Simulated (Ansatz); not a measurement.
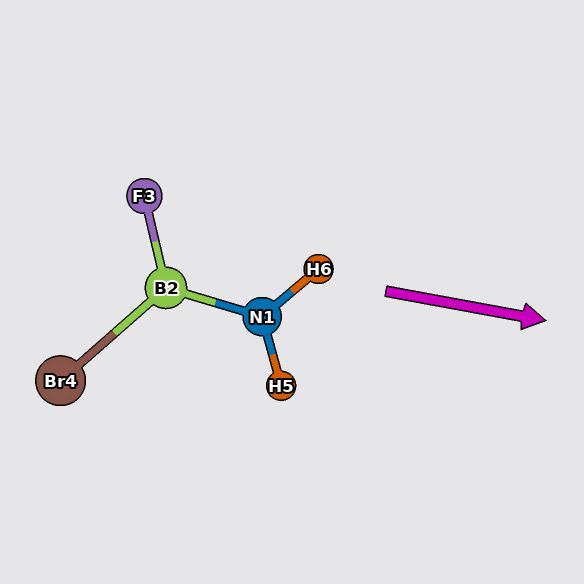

The arrow beside the molecule shows the direction of the dipole moment, from the negative to the positive end (its length means nothing). Computed geometry: PBE-D4/def2-SVP optimisation. No frequency run is at hand to confirm it as a minimum. Method: RKS PBE-D4/def2-SVP (Ansatz 0.2.0).

How large is the dipole moment?

3.00 D; it points from the side of Br4 to the side of H6 (the outermost atoms at the two ends).
